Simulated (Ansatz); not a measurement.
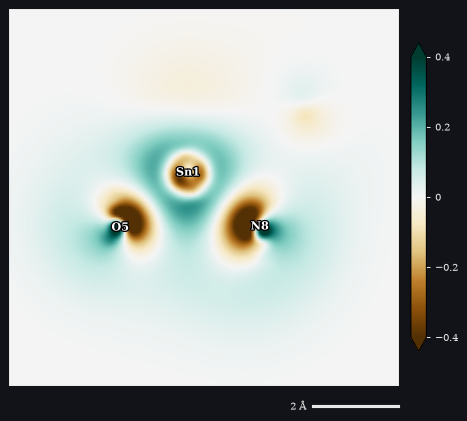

H5NOSn···H2O. The LUMO on the plane of atoms O5, Sn1 and N8 (values in Å⁻³ᐟ²; the overall sign is arbitrary).

Core potentials replace the inner electrons of Sn.

The calculation used RKS BLYP-D4/def2-SVP (Ansatz 0.2.0).

```csv
atom,x (Å),y (Å),z (Å)
Sn,-0.0615,0.5675,-0.2108
O,0.6823,-0.3896,2.7031
H,-0.2102,-0.6789,2.9800
H,1.2870,-0.4303,-0.6214
O,-0.6449,1.5293,-1.9092
H,-1.5969,1.3886,-2.0871
H,-1.4702,-0.2428,0.3987
N,0.5241,2.1223,1.0740
H,1.5438,2.2585,0.9802
H,0.0937,3.0030,0.7523
H,0.5994,0.6017,2.7332
```

> Describe this orbital and give its energy.

Its weight (Hirshfeld) is mainly on Sn1 (about 35 %), N8 (about 15 %), O5 (about 15 %), H7 (about 15 %) and H4 (about 10 %). Its energy is −0.90 eV.
